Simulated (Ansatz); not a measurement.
**SnBr₃: one change and its effect**

System: SnBr₃, charge −1.
Method of run A: RKS r2SCAN-D4/def2-TZVPD (Ansatz 0.2.0).

The geometry comes from this level: B3LYP-D4/def2-SVPD. Text and figures count atoms from 1; the logs count them from 0 in places.

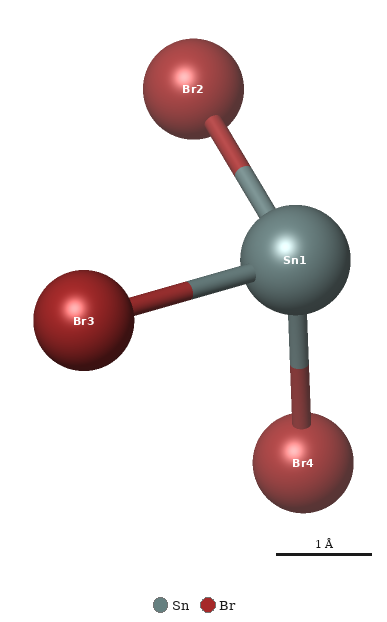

Fig. 1: The input geometry (ball-and-stick view, seen at a tilt; atoms are numbered from 1 in the order of the input). Sticks mark near contacts. Bond lengths as drawn: Br–Sn 2.70 Å.

**Input file, run A**
```yaml
crystal:
  periodic: [false, false, false]
  atoms:
    - {symbol: Sn, position_ang: [-0.004096, 0.005782, 0.974139]}
    - {symbol: Br, position_ang: [2.367981, -0.032408, -0.314652]}
    - {symbol: Br, position_ang: [-1.155493, 2.062875, -0.341782]}
    - {symbol: Br, position_ang: [-1.208391, -2.036249, -0.317706]}
basis:
  gaussian: {orbitals: def2-TZVPD, initial_orbitals: start.molden}
total_charge: -1
hamiltonian: {xc: r2scan, dispersion: d4}
scf: {omitted_lower_state_checks: [starts]}
output: {orbitals: {seedname: orbitals}}
```

Launched with:
```bash
ansatz run in.yaml --threads 4 --pin off --events-out ev --progress --plain --max-ram 3916MiB
```

Hardware: 4 threads of Arm Neoverse V1, 23 GiB of memory available, shared host.

**Output (run A)**
```
Functional definition: r2SCAN
  parameter k0 = 0.174
  parameter k1 = 0.065
  parameter a1 = 4.9479
  exchange = r2scan_x(k0 = k0, k1 = k1, a1 = a1)
  correlation = r2scan_c
these checks for a lower state are left out or cut short: starts
1664 factors; their error is unknown
mean field evaluation 1: about -215979.2024 eV, gradient 1.1e1 eV
mean field evaluation 2: about -215979.2598 eV, gradient 8.9e-2 eV
mean field evaluation 4: about -215979.2435 eV, gradient 9.8e-5 eV
mean field -215979.24354086 eV, -7937.0908041372 hartree, gradient 1.8e-5 eV, S^2 0.000000; 0 other end points of the search recorded, 0 dependent functions left out
reference -215979.24356507 eV, -7937.0908050272 hartree; 64, 64 occupied and 163, 163 virtual orbitals, 1664 factors
Total energy: -215979.28577558 eV, -7937.0923562346 hartree
Checks for a lower state left out: starts
```

The input of run B differs as follows (lines with − go, lines with + come):
```diff
+magnetization: {spin_polarized: true, initial_magnetization: 2}
```

What does this change do to the results?

With the same method and basis, run B lies 84.7 kcal/mol higher. The HOMO goes from −2.28 to 1.10 eV. The LUMO goes from 1.98 to −2.08 eV. On the same kind of shared host run B took about 5.3 times as long.

**Output (run B)**
```
Functional definition: r2SCAN
  parameter k0 = 0.174
  parameter k1 = 0.065
  parameter a1 = 4.9479
  exchange = r2scan_x(k0 = k0, k1 = k1, a1 = a1)
  correlation = r2scan_c
these checks for a lower state are left out or cut short: starts
1664 factors; their error is unknown
mean field evaluation 1: about -215975.5225 eV, gradient 8.0e0 eV
mean field evaluation 2: about -215975.5882 eV, gradient 1.1e-1 eV
mean field evaluation 4: about -215975.5726 eV, gradient 2.3e-3 eV
mean field evaluation 8: about -215975.5726 eV, gradient 2.4e-5 eV
mean field -215975.57260992 eV, -7936.9558999134 hartree, gradient 7.8e-6 eV, S^2 2.006394; 0 other end points of the search recorded, 0 dependent functions left out
reference -215975.57266244 eV, -7936.9559018434 hartree; 65, 63 occupied and 162, 164 virtual orbitals, 1664 factors
Total energy: -215975.61487294 eV, -7936.9574530508 hartree
Checks for a lower state left out: starts
```

**The two runs side by side**

```csv
quantity,run A,run B
outcome,converged,converged
total energy (hartree),−7937.092356,−7936.957453
HOMO (eV),−2.28,1.10
LUMO (eV),1.98,−2.08
basis functions,227,227
⟨S²⟩,–,2.006
wall time (shared host),7 s,37 s
```

For run B: The highest filled orbital lies above zero: either the extra electron isn't bound at this level, or the self-interaction error of the functional lifts the level.
